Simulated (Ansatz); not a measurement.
# SnNH2F (SMILES [NH2][Sn][F]): CCSD/def2-SVP (core potential)

Aim: the vertical singlet–triplet gap of SnNH2F at CCSD/def2-SVP (core potential), from 2 runs. 

The results are computed with Ansatz 0.2.0.

69 further runs of the same task are left out: 69 set aside as unsound or not needed.

## Step 1: The system as given

SnNH2F has 5 atoms, charge 0, and is taken as a singlet. As SMILES, `[NH2][Sn][F]`. The shape is that of a PBE0-D4/def2-TZVP optimisation. This is one conformer, not always the lowest.

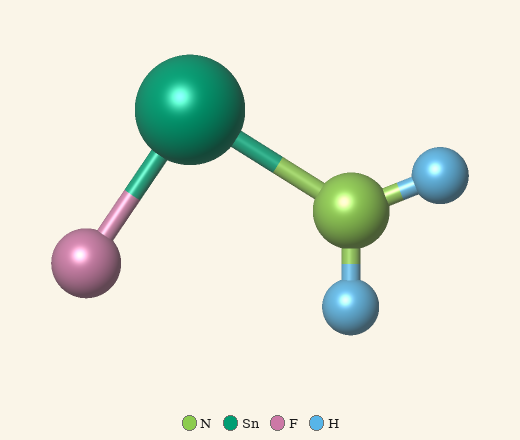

The structure, seen from a chosen angle (nitrogen green, tin teal, fluorine pink, hydrogen blue).

## Step 2: The energy at CCSD/def2-SVP (core potential)

File molecule.yaml:

```yaml
basis:
  gaussian:
    orbitals: def2-SVP
crystal:
  periodic: [false, false, false]
  atoms:
    - {symbol: N, position_ang: [-0.302900, 0.495500, -0.393300]}
    - {symbol: Sn, position_ang: [0.338900, -0.053700, 1.423200]}
    - {symbol: F, position_ang: [0.966900, -1.775900, 0.754300]}
    - {symbol: H, position_ang: [-0.746800, 1.369300, -0.629100]}
    - {symbol: H, position_ang: [-0.206200, -0.108900, -1.196600]}
correlation:
  method: ccsd
  frozen_orbitals: {F: 1, H: 0, "N": 1, Sn: 4}
accuracy: high
scf:
  omitted_lower_state_checks: [cluster_reference, increment]
```

On the command line:

```sh
$ ansatz run molecule.yaml --threads 1 --pin off --max-ram 3480MiB --events-out events.jsonl --progress --plain --runs-dir runs
```

The program printed:

```text
Warning: RAYON_NUM_THREADS=1 ignored (pool sized by the plan → 1); use --threads N
Functional definition: HF
  name "HF"
  exchange = exact_x
  correlation = 0
these checks for a lower state are left out or cut short: cluster_reference, increment
1479 factors; integrals over basis functions are off by at most 3.2e-9 eV
mean field evaluation 1: about -10018.5504 eV, gradient 4.3e1 eV
mean field evaluation 2: about -10018.6423 eV, gradient 4.3e1 eV
mean field evaluation 4: about -10022.4847 eV, gradient 2.1e0 eV
mean field evaluation 8: about -10022.5255 eV, gradient 1.7e-1 eV
mean field evaluation 16: about -10022.5256 eV, gradient 2.9e-8 eV
mean field -10022.52561279 eV, -368.3210227582 hartree, gradient 2.9e-8 eV, S^2 0.000000; 0 other end points of the search recorded, 0 dependent functions left out
6 core orbitals not correlated: weight in the atoms' cores, before any rotation towards them, 1.000 or more for the frozen orbitals, at most 0.000 for the correlated occupied ones
reference -10022.52561279 eV, -368.3210227582 hartree; 14, 14 occupied and 44, 44 virtual orbitals, 1479 factors
second order -12.36627064 eV of doubles, -0.00000000 eV of singles
cycle   1  -12.44465016 eV  change   -7.8e-2 eV  update   1.1e-1
cycle   2  -12.77670402 eV  change   -3.3e-1 eV  update   3.7e-2
cycle   3  -12.89345491 eV  change   -1.2e-1 eV  update   2.4e-2
cycle   4  -12.89162293 eV  change    1.8e-3 eV  update   7.5e-3
cycle   5  -12.88524907 eV  change    6.4e-3 eV  update   3.6e-3
cycle   6  -12.88600950 eV  change   -7.6e-4 eV  update   1.6e-3
cycle   7  -12.88603540 eV  change   -2.6e-5 eV  update   5.0e-4
cycle   8  -12.88592748 eV  change    1.1e-4 eV  update   2.2e-4
cycle   9  -12.88595934 eV  change   -3.2e-5 eV  update   8.3e-5
cycle  10  -12.88597706 eV  change   -1.8e-5 eV  update   2.8e-5
cycle  11  -12.88596939 eV  change    7.7e-6 eV  update   1.1e-5
cycle  12  -12.88597514 eV  change   -5.7e-6 eV  update   4.5e-6
cycle  13  -12.88597692 eV  change   -1.8e-6 eV  update   1.6e-6
cycle  14  -12.88597793 eV  change   -1.0e-6 eV  update   6.3e-7
cycle  15  -12.88597843 eV  change   -5.0e-7 eV  update   2.6e-7
cycle  16  -12.88597857 eV  change   -1.3e-7 eV  update   8.6e-8
cycle  17  -12.88597854 eV  change    2.5e-8 eV  update   4.6e-8
cycle  18  -12.88597854 eV  change    3.9e-9 eV  update   3.2e-8
cycle  19  -12.88597784 eV  change    7.0e-7 eV  update   1.4e-7
cycle  20  -12.88597785 eV  change   -1.3e-8 eV  update   3.8e-8
cycle  21  -12.88597781 eV  change    3.7e-8 eV  update   1.8e-8
cycle  22  -12.88597781 eV  change    3.4e-9 eV  update   4.6e-9
cycle  23  -12.88597781 eV  change   4.2e-11 eV  update   2.3e-9
Total energy: -10035.41159060 eV, -368.7945737082 hartree
Checks for a lower state left out: cluster_reference, increment
```

Run time: 9 s. Hardware: 1 thread of Arm Neoverse V1, shared host; peak memory 0.26 GiB.

## Step 3: The triplet

File run.yaml:

```yaml
crystal:
  periodic: [false, false, false]
  atoms:
    - {symbol: N, position_ang: [-0.302900, 0.495500, -0.393300]}
    - {symbol: Sn, position_ang: [0.338900, -0.053700, 1.423200]}
    - {symbol: F, position_ang: [0.966900, -1.775900, 0.754300]}
    - {symbol: H, position_ang: [-0.746800, 1.369300, -0.629100]}
    - {symbol: H, position_ang: [-0.206200, -0.108900, -1.196600]}
basis:
  gaussian:
    orbitals: def2-SVP
magnetization:
  spin_polarized: true
  initial_magnetization: 2
correlation:
  method: ccsd
  frozen_orbitals: {F: 1, H: 0, "N": 1, Sn: 4}
accuracy: high
scf:
  omitted_lower_state_checks: [cluster_reference, increment]
```

On the command line:

```sh
$ ansatz run run.yaml --threads 1 --pin off --max-ram 3480MiB --events-out events.jsonl --progress --plain --runs-dir runs
```

The program printed:

```text
Warning: RAYON_NUM_THREADS=1 ignored (pool sized by the plan → 1); use --threads N
[... 4 set-up lines as earlier in the session ...]
these checks for a lower state are left out or cut short: cluster_reference, increment
1479 factors; integrals over basis functions are off by at most 3.2e-9 eV
mean field evaluation 1: about -10016.0109 eV, gradient 2.7e1 eV
mean field evaluation 2: about -10016.1317 eV, gradient 2.7e1 eV
mean field evaluation 4: about -10019.5942 eV, gradient 2.4e0 eV
mean field evaluation 8: about -10019.6980 eV, gradient 5.3e-1 eV
mean field evaluation 16: about -10019.7059 eV, gradient 2.1e-8 eV
mean field evaluation 32: about -10019.6342 eV, gradient 5.5e-5 eV
mean field evaluation 64: about -10016.0106 eV, gradient 2.7e1 eV
mean field -10019.70592523 eV, -368.2174011516 hartree, gradient 3.4e-8 eV, S^2 2.009658; 4 other end points of the search recorded, 0 dependent functions left out
6 core orbitals not correlated: weight in the atoms' cores, before any rotation towards them, 1.000 or more for the frozen orbitals, at most 0.000 for the correlated occupied ones
reference -10019.70592523 eV, -368.2174011516 hartree; 15, 13 occupied and 43, 45 virtual orbitals, 1479 factors
second order -11.79076409 eV of doubles, -0.00000000 eV of singles
cycle   1  -11.87220460 eV  change   -8.1e-2 eV  update   9.5e-2
cycle   2  -12.16501533 eV  change   -2.9e-1 eV  update   3.2e-2
cycle   3  -12.27431654 eV  change   -1.1e-1 eV  update   2.2e-2
cycle   4  -12.27961560 eV  change   -5.3e-3 eV  update   7.8e-3
cycle   5  -12.27341641 eV  change    6.2e-3 eV  update   4.2e-3
cycle   6  -12.27372772 eV  change   -3.1e-4 eV  update   1.9e-3
cycle   7  -12.27439083 eV  change   -6.6e-4 eV  update   1.0e-3
cycle   8  -12.27444365 eV  change   -5.3e-5 eV  update   4.4e-4
cycle   9  -12.27453117 eV  change   -8.8e-5 eV  update   2.5e-4
cycle  10  -12.27451369 eV  change    1.7e-5 eV  update   9.8e-5
cycle  11  -12.27449306 eV  change    2.1e-5 eV  update   5.4e-5
cycle  12  -12.27452544 eV  change   -3.2e-5 eV  update   2.2e-5
cycle  13  -12.27453129 eV  change   -5.9e-6 eV  update   1.1e-5
cycle  14  -12.27453384 eV  change   -2.5e-6 eV  update   5.7e-6
cycle  15  -12.27453658 eV  change   -2.7e-6 eV  update   3.1e-6
cycle  16  -12.27453601 eV  change    5.6e-7 eV  update   1.5e-6
cycle  17  -12.27453555 eV  change    4.6e-7 eV  update   8.2e-7
cycle  18  -12.27453564 eV  change   -9.0e-8 eV  update   5.4e-7
cycle  19  -12.27453554 eV  change    9.9e-8 eV  update   4.1e-7
cycle  20  -12.27453562 eV  change   -8.1e-8 eV  update   3.6e-7
cycle  21  -12.27453568 eV  change   -6.1e-8 eV  update   2.9e-7
cycle  22  -12.27453568 eV  change    2.0e-9 eV  update   2.1e-7
cycle  23  -12.27453558 eV  change    1.0e-7 eV  update   1.2e-7
cycle  24  -12.27453565 eV  change   -6.8e-8 eV  update   6.3e-8
cycle  25  -12.27453568 eV  change   -2.7e-8 eV  update   3.7e-8
cycle  26  -12.27453575 eV  change   -7.1e-8 eV  update   7.9e-8
cycle  27  -12.27453576 eV  change   -1.2e-8 eV  update   2.9e-8
cycle  28  -12.27453575 eV  change    1.3e-8 eV  update   1.2e-8
cycle  29  -12.27453575 eV  change  -5.7e-10 eV  update   7.2e-9
cycle  30  -12.27453574 eV  change    3.2e-9 eV  update   2.8e-9
cycle  31  -12.27453574 eV  change   5.5e-10 eV  update   1.4e-9
Total energy: -10031.98046097 eV, -368.6684820202 hartree
Checks for a lower state left out: cluster_reference, increment
```

It took 36 s on 1 thread of Arm Neoverse V1, shared host; peak memory 0.47 GiB.

## Step 4: What came out

Level: CCSD/def2-SVP (core potential), 6 core orbitals frozen.

| quantity | value |
| --- | --- |
| singlet: total energy | -368.79457 Eh |
| singlet: correlation energy (6 core orbitals frozen) | -473.6 mEh |
| singlet: T1 diagnostic | 0.016 |
| triplet: total energy | -368.66848 Eh |
| triplet: correlation energy (6 core orbitals frozen) | -451.1 mEh |
| triplet: ⟨S²⟩ of the reference determinant | 2.010 |
| triplet: T1 diagnostic | 0.016 |
| vertical energy of the triplet above the singlet | 3.431 eV |

In words: At this shape the triplet lies 3.43 eV (79 kcal/mol) above the singlet.
